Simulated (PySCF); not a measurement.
## Single-point calculation, with input and output: SeO (charge +1)

The run: single-point calculation of SeO, charge +1, multiplicity 2. Method and program: UHF/x2c-svpall, mp2 (PySCF 2.14.0).

Some settings of this run were made unusual or wrong on purpose.

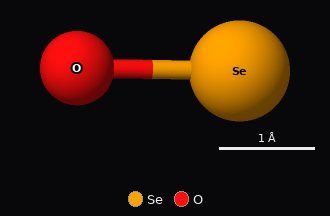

**Figure 1.** The structure (ball-and-stick view, seen at a tilt).

What the run reported:

```json
{"quantity": "outcome", "value": "converged"}
{"quantity": "SCF energy", "value": "−2502.597218 hartree"}
{"quantity": "⟨S²⟩", "value": "1.003"}
{"quantity": "hardware", "value": "1 CPU thread, shared host"}
{"quantity": "wall time", "value": "1.3 s"}
```

Some settings of this run were drawn to be unusual or wrong. It converged; results that depend on the unusual settings are not reference values. ⟨S²⟩ is 1.00 against 0.75 for a pure state: the solution is spin-contaminated.

Input:
```python
from pyscf import gto, scf, mp

mol = gto.M(
    atom='Se 0 0 0; O 0 0 1.724',
    basis='x2c-svpall',
    charge=1,
    spin=1,
    verbose=3,
)
mf = scf.UHF(mol)
mf = mf.sfx2c1e()
mf = mf.density_fit(auxbasis='def2-universal-jkfit')
field = 0.2  # electric field along z, atomic units
h = mf.get_hcore() + field*mol.intor('int1e_r')[2]
mf.get_hcore = lambda *args: h
e_nuc = mol.energy_nuc() - field*mol.atom_charges() @ mol.atom_coords()[:, 2]
mf.energy_nuc = lambda *args: e_nuc
mf.kernel()
mp.MP2(mf, frozen=10).kernel()
mf.dip_moment()
print('orbital energies (hartree):', [e[max(0, n-3):n+3].round(4) for e, n in zip(mf.mo_energy, mol.nelec)])
```

Command:
```bash
OMP_NUM_THREADS=1 python input.py
```

Output:
```
WARN: HOMO 0.174289866657874 >= LUMO 0.174289866657874

converged SCF energy = -2502.59721784662  <S^2> = 1.0030604  2S+1 = 2.2388036
E(DFUMP2) = -2503.02060058132  E_corr = -0.423382734704268
E(SCS-DFUMP2) = -2502.99837653028  E_corr = -0.401158683665615
Dipole moment(X, Y, Z, Debye): -0.00000,  0.00000, 15.12960
orbital energies (hartree): [array([-0.8846, -0.6364, -0.6035, -0.255 , -0.1951,  0.159 ]), array([-0.7038, -0.6398, -0.621 , -0.2527, -0.1172, -0.0655])]
```
